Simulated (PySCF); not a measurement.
C5H13F2NSi2

```yaml
atoms:
  - { symbol: C, position_ang: [-2.9681, -0.4085, -0.6003] }
  - { symbol: N, position_ang: [-1.7462, 0.2137, -0.1483] }
  - { symbol: C, position_ang: [-1.8660, 0.7531, 1.1873] }
  - { symbol: Si, position_ang: [-0.2201, -0.2573, -0.7787] }
  - { symbol: F, position_ang: [-0.5539, -0.5355, -2.3492] }
  - { symbol: C, position_ang: [1.0254, 1.1964, -0.7373] }
  - { symbol: C, position_ang: [2.1132, 0.8691, 0.2763] }
  - { symbol: F, position_ang: [1.5543, 0.9521, 1.5526] }
  - { symbol: C, position_ang: [2.6879, -0.5333, 0.1059] }
  - { symbol: Si, position_ang: [1.2488, -1.8069, 0.1072] }
  - { symbol: H, position_ang: [-3.7775, 0.3254, -0.5854] }
  - { symbol: H, position_ang: [-2.8397, -0.7679, -1.6160] }
  - { symbol: H, position_ang: [-3.2549, -1.2504, 0.0405] }
  - { symbol: H, position_ang: [-2.1444, -0.0227, 1.9090] }
  - { symbol: H, position_ang: [-0.9236, 1.1908, 1.5004] }
  - { symbol: H, position_ang: [-2.6389, 1.5260, 1.2011] }
  - { symbol: H, position_ang: [0.5766, 2.1545, -0.4779] }
  - { symbol: H, position_ang: [1.4957, 1.3126, -1.7124] }
  - { symbol: H, position_ang: [2.9074, 1.6297, 0.2703] }
  - { symbol: H, position_ang: [3.2293, -0.5628, -0.8396] }
  - { symbol: H, position_ang: [3.4159, -0.7138, 0.8965] }
  - { symbol: H, position_ang: [1.6727, -2.9766, -0.6737] }
  - { symbol: H, position_ang: [1.0012, -2.2607, 1.4819] }
```

Geometry: GFN2-xTB.

Theory: PySCF 2.14.0, PBE0/pcSseg-1, SCF density, gas phase, non-relativistic.

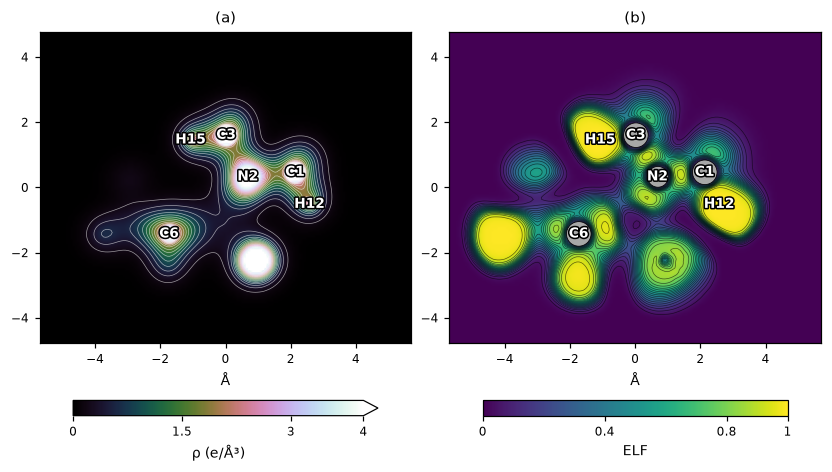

Figure 1. (a) electron density; (b) electron localisation function on the plane of atoms N2, C1 and H12. Grey discs cover the atomic cores in the ELF map.

**Read the bonding off the picture.**

The section cuts through C, N and H sites.
C–N (1.44 Å): the density is about 1.9 e/Å³ at the midpoint; the ELF peaks at about 0.90 between the atoms: a covalent bond.
The ELF also peaks beside F5, away from the bonds: lone-pair regions.

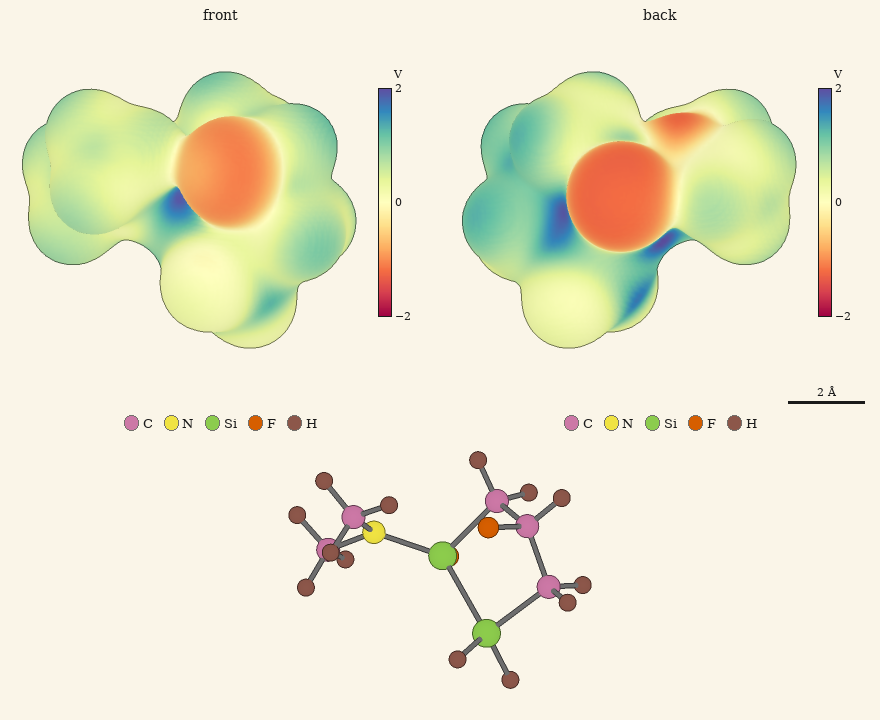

Figure 2. The electrostatic potential painted on the density surface at 0.004 e/bohr³, seen from the front and from behind; red is negative and blue positive. The bare structure is drawn below in the same view.

**Where is the surface potential most negative and most positive?**

The most negative region (about −1.2 V) lies over N2 and F5, the most positive (about +1.9 V) over Si4 and Si10.
